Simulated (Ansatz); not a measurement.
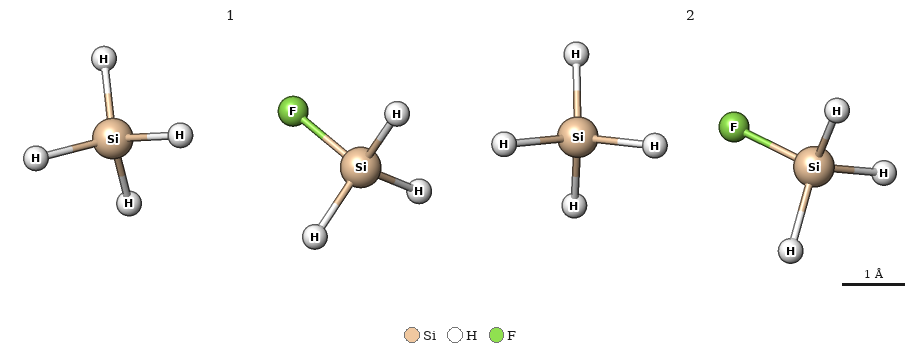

Two geometries of Si₂H₇F (coarse preliminary run), drawn at one scale. One is the start of a relaxation, the other its converged end. The picture is a ball-and-stick view, seen from a free direction.

Computed with Ansatz 0.2.0, RKS PBE-D4/def2-SVP. Settings: force threshold 0.03 eV/Å; at most 250 steps.

Which of the two is the end point?

Answer. Structure 2 is the relaxed one. The F atom moves most after the best rigid fit: 0.40 Å. By element the largest moves are F 0.40 Å, H 0.36 Å, Si 0.11 Å. Near-neighbour distances that change, for instance: H–Si 1.455 → 1.499 Å, F–Si 1.606 → 1.647 Å. Among the angles between lasting bonds that change: F–Si–H 105.3° → 108.8°, F–Si–H 105.6° → 108.6°, H–Si–H 113.3° → 110.4°. After 12 geometry steps the energy has fallen by 0.215 eV. The largest force component goes from 1.2 to 0.022 eV/Å. The forces were under the threshold at step 4, but the run went on from there.

Limits of the set-up: the start holds two separate molecules, 3.1 Å apart at their closest, whose relative position is a soft coordinate.
